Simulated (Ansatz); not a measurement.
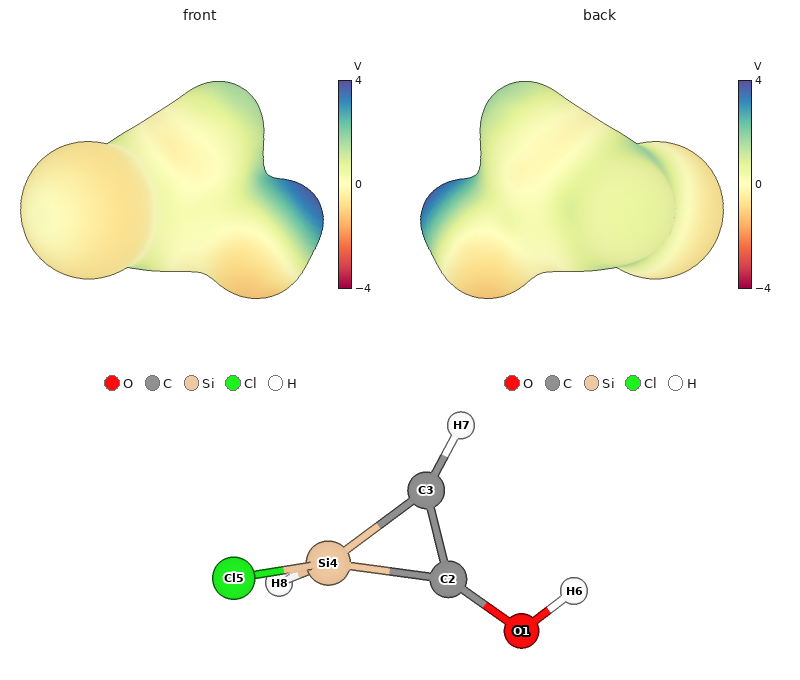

Figure. C$_{2}$H$_{3}$ClOSi (SMILES OC1=C[SiH]1Cl). The molecular electrostatic potential painted on the density surface at 0.004 e/bohr³, seen from the front and from behind; the colour scale runs from red (negative) to blue (positive). The bare structure is drawn below in the same view.

The calculation used RKS PBE/6-31G* in Ansatz 0.2.0.

The calculation's input:

```
crystal:
  periodic: [false, false, false]
  atoms:
    - { symbol: O, position_ang: [1.6579, 0.3867, 0.9064] }
    - { symbol: C, position_ang: [0.5079, 0.6135, 0.1267] }
    - { symbol: C, position_ang: [-0.76, 0.2802, 0.4014] }
    - { symbol: Si, position_ang: [-0.138, -0.0946, -1.3014] }
    - { symbol: Cl, position_ang: [-0.1918, -2.1462, -1.1912] }
    - { symbol: H, position_ang: [1.3589, 0.6434, 1.8147] }
    - { symbol: H, position_ang: [-1.0598, -0.2077, 1.3066] }
    - { symbol: H, position_ang: [-1.2829, 0.4677, -2.119] }
basis:
  gaussian: { orbitals: "6-31G*" }
hamiltonian:
  xc: pbe
relax:
  f_tol: 0.015
  max_steps: 40
output:
  orbitals: {}
```

Launched as:

```sh
ansatz run input.yaml --threads 1 --pin off --max-ram 2048MiB --backend cpu --events-out ev --progress --plain --runs-dir out
```

The fields are those of the run's last geometry, not of the input's.

Where is the surface potential most negative and most positive?

The most negative region (about −1.1 V, or −25 kcal/mol for a unit charge) lies over O1, the most positive (about +3.7 V, or +85 kcal/mol for a unit charge) over H6. O1 is the likeliest acceptor of a hydrogen bond.
